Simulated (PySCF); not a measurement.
# C3H9BN2: the cost of one run

The runs use PySCF 2.14.0, with density-fitted response routines of our own; the level of theory stands in each step. All values are computed, except where a source is named. Atoms are numbered from 0 throughout.

### 1 The starting structure

15 atoms, charge 0, multiplicity 1; geometry from: GFN2-xTB.

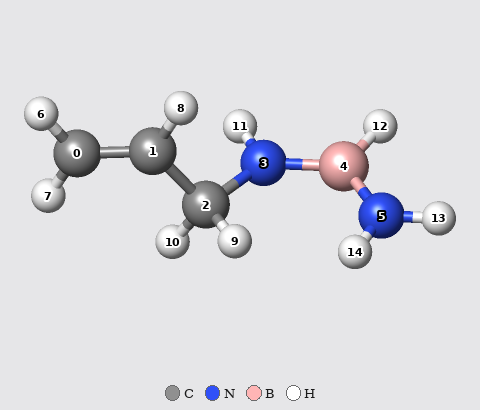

As it starts; carbon grey, nitrogen blue, boron pink, hydrogen white, atoms numbered.

### 2 Ultraviolet spectrum: B3LYP/def2-SVPD

What the job is given:

```
{"job": {"kind": "uv", "xc": "B3LYP", "basis": "def2-SVPD", "nstates": 8, "ntriplets": 3}, "charge": 0, "multiplicity": 1}
C      2.827603     0.089542    -0.361317
C      1.585820     0.277834     0.043470
C      0.369004     0.043199    -0.805549
N     -0.583351    -0.815851    -0.137543
B     -1.921579    -0.566860     0.205804
N     -2.571158     0.636929    -0.100318
H      3.673078     0.263831     0.282438
H      3.051162    -0.239207    -1.363593
H      1.375923     0.600521     1.054973
H     -0.114349     1.003474    -1.005895
H      0.671760    -0.389440    -1.770160
H     -0.177068    -1.704489     0.108633
H     -2.516442    -1.408733     0.767524
H     -3.530644     0.808802     0.135414
H     -2.144171     1.408438    -0.581449
```

Method: TDDFT B3LYP/def2-SVPD, vertical, gas phase, core orbitals frozen in the response.

On the command line:

```
OMP_NUM_THREADS=1 python probes_run.py task.json out
```

This one command runs all jobs of the session in turn.

Q: Estimate the wall time and peak memory of this first job on 1 thread of Arm Neoverse V1, shared host.

About 29 s, with a peak of 0.75 GiB.
